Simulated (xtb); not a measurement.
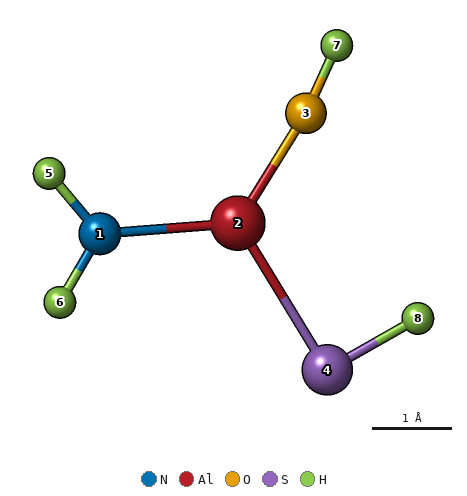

*The starting structure (ball-and-stick view, seen on its broad side; atoms are numbered from 1 in the order of the input). Sticks mark near contacts.*

# Molecular dynamics, with input and output: AlNH₄SO

System: AlNH₄SO.
Method: GFN2-xTB (xtb 6.7.1).

The starting geometry was optimised with GFN2-xTB.

## Output
```
* xtb version 6.7.1
   ID    Z sym.   atoms
    1    7 n      1
    2   13 al     2
    3    8 o      3
    4   16 s      4
    5    1 h      5-8

           -------------------------------------------------
          |                Calculation Setup                |
           -------------------------------------------------

          program call               : xtb struc.tmol --gfn 2 --uhf 0 -I input.inp --md
          coordinate file            : struc.tmol
          omp threads                :                     1

           -------------------------------------------------
          |                 G F N 2 - x T B                 |
           -------------------------------------------------

      * Hamiltonian:
        H0-scaling (s, p, d)           1.850000    2.230000    2.230000
        zeta-weighting                 0.500000
      * Dispersion:
        s8                             2.700000
        a1                             0.520000
        a2                             5.000000
        s9                             5.000000
      * Repulsion:
        kExp                           1.500000    1.000000
        rExp                           1.000000
      * Coulomb:
        alpha                          2.000000
        third order                    shell-resolved
        anisotropic                    true
        a3                             3.000000
        a5                             4.000000
        cn-shift                       1.200000
        cn-exp                         4.000000
        max-rad                        5.000000

          ...................................................
          :                      SETUP                      :
          :.................................................:
          :  # basis functions                  32          :
          :  # atomic orbitals                  30          :
          :  # shells                           14          :
          :  # electrons                        24          :
          :  max. iterations                   250          :
          :  Hamiltonian                  GFN2-xTB          :
          :  restarted?                      false          :
          :  GBSA solvation                  false          :
          :  PC potential                    false          :
          :  electronic temp.          300.0000000     K    :
          :  accuracy                    1.0000000          :
          :  -> integral cutoff          0.2500000E+02      :
          :  -> integral neglect         0.1000000E-07      :
          :  -> SCF convergence          0.1000000E-05 Eh   :
          :  -> wf. convergence          0.1000000E-03 e    :
          :  Broyden damping             0.4000000          :
          :  net charge                          0          :
          :  unpaired electrons                  0          :
          ...................................................

 iter      E             dE          RMSdq      gap      omega  full diag
   1    -13.4908063 -0.134908E+02  0.162E+01    3.51       0.0  T
   2    -13.5458962 -0.550899E-01  0.755E+00    4.21       1.0  T
   3    -13.5625987 -0.167025E-01  0.475E+00    3.67       1.0  T
   4    -13.5707858 -0.818709E-02  0.116E+00    3.70       1.0  T
   5    -13.5715942 -0.808386E-03  0.576E-01    3.83       1.0  T
   6    -13.5717032 -0.109068E-03  0.305E-01    3.77       1.0  T
   7    -13.5717754 -0.721145E-04  0.145E-01    3.81       1.0  T
   8    -13.5717601  0.152605E-04  0.775E-02    3.79       1.0  T
   9    -13.5717802 -0.201290E-04  0.265E-02    3.82       1.3  T
  10    -13.5717831 -0.287856E-05  0.646E-03    3.81       5.5  T
  11    -13.5717831 -0.176852E-07  0.216E-03    3.81      16.4  T
  12    -13.5717831 -0.226071E-07  0.470E-04    3.81      75.2  T
  13    -13.5717831  0.380274E-09  0.366E-04    3.81      96.5  T

   *** convergence criteria satisfied after 13 iterations ***

         #    Occupation            Energy/Eh            Energy/eV
      -------------------------------------------------------------
         1        2.0000           -0.6953523             -18.9215
       ...           ...                  ...                  ...
         6        2.0000           -0.4859506             -13.2234
         7        2.0000           -0.4711363             -12.8203
         8        2.0000           -0.4694236             -12.7737
         9        2.0000           -0.4645362             -12.6407
        10        2.0000           -0.4013152             -10.9203
        11        2.0000           -0.3844356             -10.4610
        12        2.0000           -0.3788125             -10.3080 (HOMO)
        13                         -0.2388284              -6.4989 (LUMO)
        14                         -0.1430178              -3.8917
        15                         -0.1182132              -3.2167
        16                         -0.0633168              -1.7229
        17                         -0.0227099              -0.6180
       ...                                ...                  ...
        30                          1.1615327              31.6069
      -------------------------------------------------------------
                  HL-Gap            0.1399841 Eh            3.8092 eV
             Fermi-level           -0.3088205 Eh           -8.4034 eV

 SCC (total)                   0 d,  0 h,  0 min,  0.010 sec
 SCC setup                      ...        0 min,  0.000 sec (  1.420%)
 Dispersion                     ...        0 min,  0.000 sec (  0.593%)
 classical contributions        ...        0 min,  0.000 sec (  0.242%)
 integral evaluation            ...        0 min,  0.002 sec ( 19.063%)
 iterations                     ...        0 min,  0.005 sec ( 53.305%)
 molecular gradient             ...        0 min,  0.002 sec ( 23.877%)
 printout                       ...        0 min,  0.000 sec (  1.306%)

         :::::::::::::::::::::::::::::::::::::::::::::::::::::
         ::                     SUMMARY                     ::
         :::::::::::::::::::::::::::::::::::::::::::::::::::::
         :: total energy             -13.460365046368 Eh    ::
         :: gradient norm              0.000075350223 Eh/a0 ::
         :: HOMO-LUMO gap              3.809161667192 eV    ::
         ::.................................................::
         :: SCC energy               -13.571778206448 Eh    ::
         :: -> isotropic ES            0.076755371977 Eh    ::
         :: -> anisotropic ES          0.002106222684 Eh    ::
         :: -> anisotropic XC          0.000307128720 Eh    ::
         :: -> dispersion             -0.003741871522 Eh    ::
         :: repulsion energy           0.111413160081 Eh    ::
         :: add. restraining           0.000000000000 Eh    ::
         :: total charge              -0.000000000000 e     ::
         :::::::::::::::::::::::::::::::::::::::::::::::::::::

           -------------------------------------------------
          |                Property Printout                |
           -------------------------------------------------

    * Orbital Energies and Occupations

         #    Occupation            Energy/Eh            Energy/eV
      -------------------------------------------------------------
         1        2.0000           -0.6953523             -18.9215
         2        2.0000           -0.6761289             -18.3984
         3        2.0000           -0.5905293             -16.0691
         4        2.0000           -0.5716395             -15.5551
         5        2.0000           -0.5052005             -13.7472
         6        2.0000           -0.4859506             -13.2234
         7        2.0000           -0.4711363             -12.8203
         8        2.0000           -0.4694236             -12.7737
         9        2.0000           -0.4645362             -12.6407
        10        2.0000           -0.4013152             -10.9203
        11        2.0000           -0.3844356             -10.4610
        12        2.0000           -0.3788125             -10.3080 (HOMO)
        13                         -0.2388284              -6.4989 (LUMO)
        14                         -0.1430178              -3.8917
        15                         -0.1182132              -3.2167
        16                         -0.0633168              -1.7229
        17                         -0.0227099              -0.6180
        18                         -0.0212869              -0.5792
        19                         -0.0098511              -0.2681
        20                          0.0259330               0.7057
        21                          0.0785286               2.1369
        22                          0.0785672               2.1379
        23                          0.1158214               3.1517
       ...                                ...                  ...
        30                          1.1615327              31.6069
      -------------------------------------------------------------
                  HL-Gap            0.1399841 Eh            3.8092 eV
             Fermi-level           -0.3088205 Eh           -8.4034 eV

     #   Z          covCN         q      C6AA      α(0)
     1   7 n        2.504    -0.406    30.586     8.213
     2  13 al       2.360     0.368   102.789    21.364
     3   8 o        1.542    -0.474    22.415     6.387
     4  16 s        1.762    -0.324   155.140    20.965
     5   1 h        0.861     0.169     1.281     1.773
     6   1 h        0.861     0.173     1.254     1.754
     7   1 h        0.807     0.308     0.698     1.313
     8   1 h        0.923     0.186     1.173     1.694

 Mol. C6AA /au·bohr⁶  :       1335.140802
 Mol. C8AA /au·bohr⁸  :      59941.373147
 Mol. α(0) /au        :         63.461751

Wiberg/Mayer (AO) data.
largest (>0.10) Wiberg bond orders for each atom

 ---------------------------------------------------------------------------
     #   Z sym  total        # sym  WBO       # sym  WBO       # sym  WBO
 ---------------------------------------------------------------------------
     1   7 n    3.245 --     2 al   1.275     6 h    0.930     5 h    0.927
     2  13 al   3.930 --     3 o    1.349     1 n    1.275     4 s    1.145
     3   8 o    2.281 --     2 al   1.349     7 h    0.862
     4  16 s    2.184 --     2 al   1.145     8 h    0.903
     5   1 h    0.972 --     1 n    0.927
     6   1 h    0.970 --     1 n    0.930
     7   1 h    0.905 --     3 o    0.862
     8   1 h    0.965 --     4 s    0.903
 ---------------------------------------------------------------------------

Topologies differ in total number of bonds
Writing topology from bond orders to xtbtopo.mol

molecular dipole:
                 x           y           z       tot (Debye)
 q only:        0.705       0.286       0.039
   full:        1.104       0.533       0.070       3.119
molecular quadrupole (traceless):
                xx          xy          yy          xz          yz          zz
 q only:       -0.325      -4.280       2.633      -0.463       0.499      -2.308
  q+dip:       -0.389      -7.945       3.444      -0.866       0.630      -3.055
   full:       -0.665      -7.310       2.071      -0.816       0.300      -1.406

           -------------------------------------------------
          | TOTAL ENERGY              -13.460365046368 Eh   |
          | GRADIENT NORM               0.000075350223 Eh/α |
          | HOMO-LUMO GAP               3.809161667192 eV   |
           -------------------------------------------------
           -------------------------------------------------
          |               Molecular Dynamics                |
           -------------------------------------------------
 trajectories on xtb.trj or xtb.trj.<n>

 MD time /ps        :    0.20
 dt /fs             :    0.25
 SCC accuracy       :    2.00
 temperature /K     :  500.00
 max steps          :   800
 block length (av.) :  5000
 dumpstep(trj) /fs  :   20.00    80
 dumpstep(coords)/fs: 1000.00  4000
 H atoms mass (amu) :     1
 # deg. of freedom  :    24
 SHAKE off
         time (ps)    <Epot>      Ekin   <T>   T     Etot       error
      0    0.00      0.00000   0.0950    0.    0.   -13.36536    0.0000
    200    0.05    -13.35602   0.0489 1315. 1286.   -13.37258    0.0000
    400    0.10    -13.38981   0.0601 1330. 1583.   -13.37472    0.0021
    600    0.15    -13.40218   0.0607 1364. 1598.   -13.37382    0.0012
 average properties
 Epot               :  -13.407000402239326
 Epot (accurate SCC):  -13.423515198260850
 Ekin               :   5.1079550311360813E-002
 Etot               :  -13.355920851927964
 T                  :   1344.1384558106017
 normal exit of md()

------------------------------------------------------------------------
------------------------------------------------------------------------
 total:
 *  cpu-time:     0 d,  0 h,  0 min,  4.406 sec
 * ratio c/w:     1.000 speedup
 SCF:
 *  cpu-time:     0 d,  0 h,  0 min,  0.010 sec
 * ratio c/w:     0.995 speedup
 MD:
 *  cpu-time:     0 d,  0 h,  0 min,  4.380 sec
 * ratio c/w:     1.000 speedup
```

## Standard error
```
normal termination of xtb
```

## Trajectory as extended XYZ (Å, eV, eV/Å), 10 frames, from step=0 to step=9
```
8
Properties=species:S:1:pos:R:3 step=0 time_fs=0.0 energy=-366.27519
N    -0.5422    1.5547    0.1590
Al    0.0310   -0.1145   -0.0185
O     1.5996   -0.6002   -0.0561
S    -1.4860   -1.6935   -0.2073
H     0.0370    2.3755    0.2548
H    -1.5138    1.8269    0.1791
H     2.5312   -0.7612   -0.0645
H    -0.5644   -2.6446   -0.3022
8
Properties=species:S:1:pos:R:3 step=1 time_fs=20.0 energy=-365.23579
N    -0.5487    1.6686    0.1473
Al   -0.0291   -0.0745   -0.0292
O     1.6465   -0.6711   -0.0441
S    -1.4282   -1.7500   -0.1857
H    -0.3036    2.3251   -0.5689
H    -0.9465    1.8879    1.0231
H     1.6020   -1.3844    0.5081
H    -0.7314   -1.7580   -1.3800
8
Properties=species:S:1:pos:R:3 step=2 time_fs=40.0 energy=-365.28990
N    -0.5399    1.7518    0.1353
Al   -0.0040   -0.0099   -0.0210
O     1.5101   -0.7256    0.0514
S    -1.3583   -1.8115   -0.2175
H    -0.9265    2.1220   -0.6729
H    -0.0653    2.0725    0.9197
H     1.9546   -1.5353    0.0761
H    -2.2013   -1.6540   -1.3041
8
Properties=species:S:1:pos:R:3 step=3 time_fs=60.0 energy=-365.42024
N    -0.4841    1.7719    0.1380
Al   -0.0551    0.0105   -0.0464
O     1.4646   -0.8272    0.1759
S    -1.3243   -1.8341   -0.2849
H    -1.3948    1.9456   -0.2073
H     0.3964    2.3118    0.0225
H     2.3394   -0.5623   -0.2023
H    -2.3450   -1.1679    0.2238
8
Properties=species:S:1:pos:R:3 step=4 time_fs=80.0 energy=-365.57580
N    -0.3962    1.7078    0.0728
Al   -0.0879   -0.0871   -0.0319
O     1.4578   -0.7305    0.1789
S    -1.3507   -1.7621   -0.3228
H    -1.2664    2.0819    0.4546
H    -0.1051    2.3756   -0.7266
H     2.2533   -0.4176    0.7365
H    -1.2762   -1.8390    1.0622
8
Properties=species:S:1:pos:R:3 step=5 time_fs=100.0 energy=-365.58140
N    -0.3953    1.5848   -0.0299
Al   -0.0453   -0.0914   -0.0251
O     1.5806   -0.5236    0.2900
S    -1.4795   -1.7603   -0.3069
H    -0.6241    2.2151    0.7142
H    -0.4683    2.3855   -0.7172
H     2.2320   -1.1164    0.7132
H    -0.5343   -2.8140   -0.2154
8
Properties=species:S:1:pos:R:3 step=6 time_fs=120.0 energy=-365.20853
N    -0.4802    1.6010   -0.1046
Al    0.0638   -0.1486   -0.0033
O     1.6958   -0.4201    0.4389
S    -1.5736   -1.8074   -0.2935
H    -0.1012    2.3886    0.4017
H    -0.8288    2.3389   -0.7481
H     2.1985   -1.0841    0.0698
H    -1.2396   -1.8009   -1.5845
8
Properties=species:S:1:pos:R:3 step=7 time_fs=140.0 energy=-365.95461
N    -0.4769    1.4876   -0.1310
Al    0.0740   -0.1991    0.0188
O     1.6819   -0.3967    0.4697
S    -1.5398   -1.7536   -0.3379
H     0.1230    2.2548   -0.5055
H    -1.3988    1.7676   -0.5463
H     2.5790   -0.5511    0.5363
H    -2.4556   -0.7758   -0.6409
8
Properties=species:S:1:pos:R:3 step=8 time_fs=160.0 energy=-365.28617
N    -0.5047    1.4324   -0.2486
Al    0.0789   -0.2733    0.0592
O     1.6377   -0.4426    0.4454
S    -1.4972   -1.6246   -0.3866
H    -0.2242    1.9900   -1.0599
H    -1.4611    1.5426    0.1891
H     2.0168   -0.0278    1.2452
H    -1.8887   -1.4382    0.9798
8
Properties=species:S:1:pos:R:3 step=9 time_fs=180.0 energy=-365.18734
N    -0.5898    1.4313   -0.3253
Al    0.0802   -0.1914    0.0249
O     1.7217   -0.5431    0.5683
S    -1.5477   -1.6053   -0.3578
H    -0.2402    1.7833   -1.1774
H    -1.2833    1.6969    0.3774
H     2.2881    0.0879    1.1377
H    -0.8869   -2.7066    0.1247
```

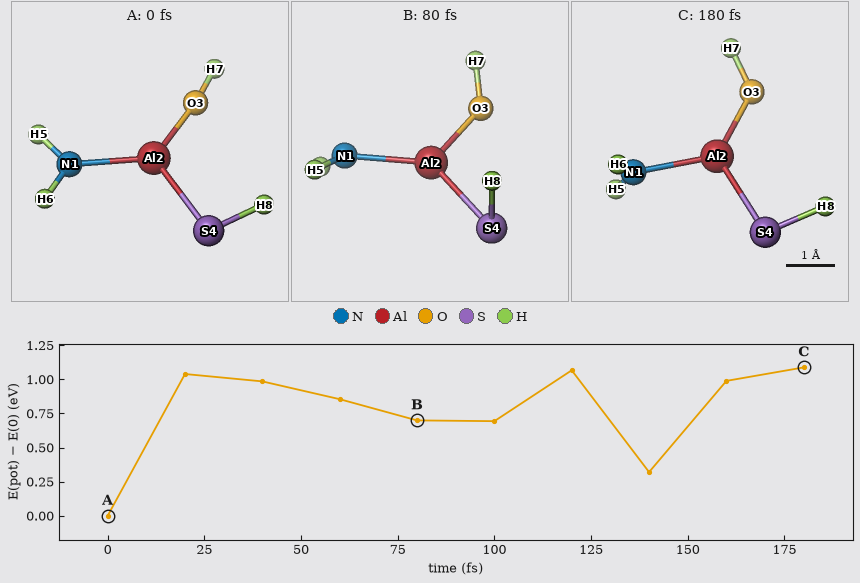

*Frames of the molecular dynamics (ball-and-stick, seen at a tilt) above the curves, on which the letters mark them.*

The trajectory kept here has 10 frames over 180 fs. The potential energy ends 1.088 eV above its first value. After an unweighted best fit of the last frame on the first, the root-mean-square displacement is 0.63 Å, and H6 has moved furthest (1.07 Å).

The run was set up as follows.

## Input file (struc.tmol)
```
$coord
     -1.024571710250      2.937957205956      0.300371967509  n
      0.058581509863     -0.216468127576     -0.034941036044  al
      3.022843703474     -1.134308106307     -0.106013635592  o
     -2.808208610239     -3.200270089315     -0.391759122896  s
      0.069900969350      4.489082203571      0.481540011077  h
     -2.860724099242      3.452340657079      0.338449948920  h
      4.783218074869     -1.438383937020     -0.121868437777  h
     -1.066637013784     -4.997645298230     -0.571037440339  h
$end
```

## File input.inp
```
$md
   temp=500
   time=0.2
   step=0.25
   dump=20
   hmass=1
   shake=0
   nvt=false
$end
```

Command:
```bash
xtb struc.tmol --gfn 2 --uhf 0 -I input.inp --md > run.log 2> xtb.err
```

## Summary

```csv
quantity,value
outcome,finished
trajectory,"10 frames kept, 180 fs"
electrons treated,24
potential energy (first step),−13.460365 hartree
dispersion energy (first step),−0.003742 hartree
basis functions (first step),32
hardware,"1 thread of Intel Xeon @ 2.70GHz, 189 GiB of memory available, shared host"
wall time,4.5 s
peak memory,0.071 GiB
```

## Notes

Settings chosen away from the usual ones: method = gfn2-xtb; task = md; geo = {"prev": "A"}; x = {"md_temperature": 500, "md_time": 0.2, "time_step": 0.25, "md_dump": 20, "hydrogen_mass": 1, "shake": 0, "nvt": "false"}. So short a trajectory is not equilibrated.
